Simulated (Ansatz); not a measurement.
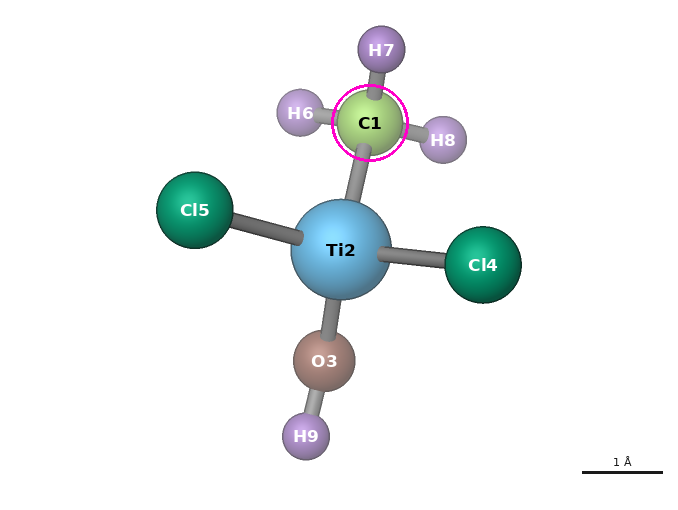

Orthographic view. Distant atoms are faded towards the background colour. The species is neutral and a spin singlet. Computed geometry: PBE-D4/def2-SVP optimisation. No frequency run is at hand to confirm it as a minimum.

Question: Name the neighbours of the circled atom.

Answer: The circled atom is C1; it is bonded to Ti2, H6, H7, H8.

Question: What is the shortest path along bonds from the circled atom to H9?

Answer: C1–Ti2–O3–H9, 3 bonds; through space the two are 4.01 Å apart.

Question: Of Ti2 and O3, which is nearer the viewer?

Answer: Ti2; the bond to O3 points away from the viewer, so it looks shorter than its 1.76 Å.

Question: Which two atoms are farthest apart in space?

Answer: H7 and H9, 4.95 Å.
